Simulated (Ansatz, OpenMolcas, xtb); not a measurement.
# BNH3Cl (SMILES NBCl): the vertical energy of the triplet above the singlet, rung by rung

The species is BNH3Cl (6 atoms), meant as a singlet with charge 0. As SMILES, `NBCl`. Geometry: relaxed at PBE0-D4/def2-TZVP.

Quantity: the vertical energy of the triplet above the singlet, in eV. The values are calculated.

| level | kind | program | value (eV) |
| --- | --- | --- | --- |
| GFN0-xTB | semi-empirical | xtb | 6.18 |
| HF/aug-cc-pVDZ | Hartree–Fock | Ansatz | 5.85 |
| SVWN5/aug-cc-pVDZ | LDA | OpenMolcas | 6.08 |
| BLYP/aug-cc-pVDZ | GGA | OpenMolcas | 6.02 |
| revPBE/aug-cc-pVDZ | GGA | OpenMolcas | 5.96 |
| r2SCAN/aug-cc-pVDZ | meta-GGA | OpenMolcas | 6.01 |
| B3LYP/aug-cc-pVDZ | global hybrid | OpenMolcas | 6.22 |
| MP2/aug-cc-pVDZ | perturbation theory | Ansatz | 6.87 |

The values span 5.85 to 6.87 eV. GFN0-xTB: no spin polarisation, so open shells miss the exchange term that lowers them. The upper state's dipole differs much between rows, so they may not all be the same state.

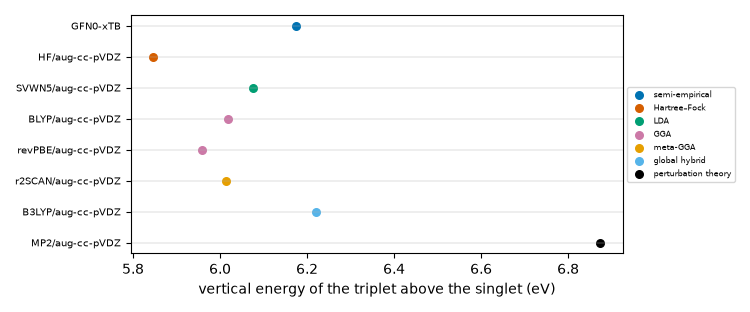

The values of the table, level by level.
